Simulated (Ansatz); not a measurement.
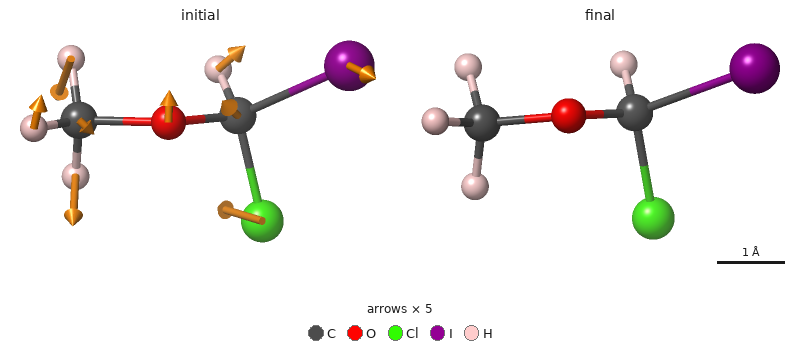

The structure of C2H4ClIO (coarse preliminary run) before (left) and after (right) a relaxation, at one scale. The orange arrows give the displacements, magnified 5 times.

A ball-and-stick model, seen at a tilt.

The start comes from a force field.

Theory: Ansatz, RKS PBE-D4/def2-SVP. (force threshold 0.03 eV/Å; at most 200 steps)

Describe what moved and what it gained.

The energy falls by 11.3 kcal/mol in 7 geometry steps. Largest force component: 3.1 eV/Å at the start, 0.018 eV/Å at the end. The Cl atom moves most after the best rigid fit: 0.26 Å. Largest moves by element: Cl 0.26 Å, H 0.25 Å, I 0.14 Å, C 0.11 Å, O 0.10 Å. Near-neighbour distances that change, for instance: C–Cl 1.724 → 1.828 Å, C–O 1.450 → 1.355 Å, C–I 2.102 → 2.191 Å, C–H 1.059 → 1.114 Å. Among the angles between lasting bonds that change: Cl–C–H 115.1° → 104.9°, O–C–Cl 107.8° → 113.2°, O–C–H 105.7° → 110.6°. The run took 12 s on 4 threads of Arm Neoverse V1 (shared host).
